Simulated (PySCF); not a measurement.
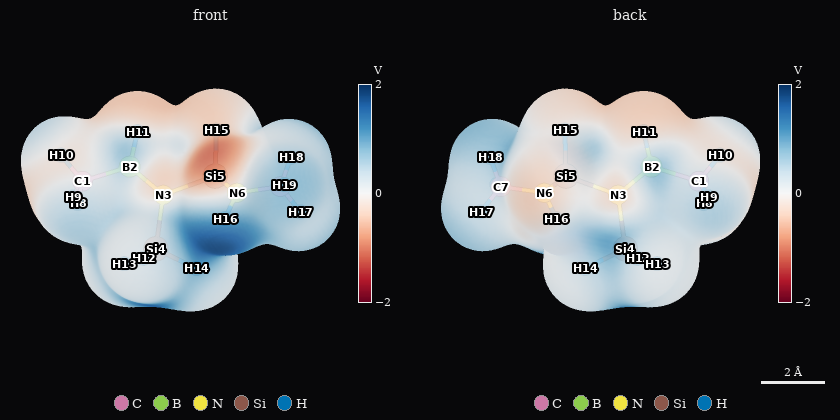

C$_{2}$H$_{12}$BN$_{2}$Si$_{2}$ (doublet). The electrostatic potential painted on the density surface at 0.002 e/bohr³, seen from the front and from behind; red is negative and blue positive.

Geometry: GFN2-xTB.

The calculation used UKS B3LYP, pcH-1 on B C H N Si, non-relativistic, mean-field spin-orbit, GIAO in PySCF 2.14.0, density-fitted response routines.

| atom | x (Å) | y (Å) | z (Å) |
| --- | --- | --- | --- |
| C | -2.9745 | 0.8250 | -0.7421 |
| B | -1.5054 | 0.4560 | -1.2003 |
| N | -0.6258 | -0.2600 | -0.3672 |
| Si | -1.1194 | -0.9539 | 1.1618 |
| Si | 1.0516 | -0.5083 | -0.8624 |
| N | 2.0298 | 0.1140 | 0.4172 |
| C | 3.4640 | -0.0096 | 0.4324 |
| H | -3.0263 | 1.1258 | 0.3029 |
| H | -3.6242 | -0.0440 | -0.8477 |
| H | -3.4115 | 1.6211 | -1.3415 |
| H | -1.1285 | 0.7671 | -2.2705 |
| H | -1.1480 | 0.0891 | 2.1969 |
| H | -2.4337 | -1.5785 | 1.0282 |
| H | -0.1180 | -1.9700 | 1.5015 |
| H | 1.3807 | 0.2952 | -2.0453 |
| H | 1.6412 | 0.1490 | 1.3489 |
| H | 3.8012 | -0.9508 | 0.8807 |
| H | 3.8274 | 0.0257 | -0.5916 |
| H | 3.9095 | 0.8163 | 0.9907 |

Question: Where is the surface potential most negative and most positive?

Answer: The most negative region (about −1.0 V) lies over N6, the most positive (about +1.8 V) over H16.
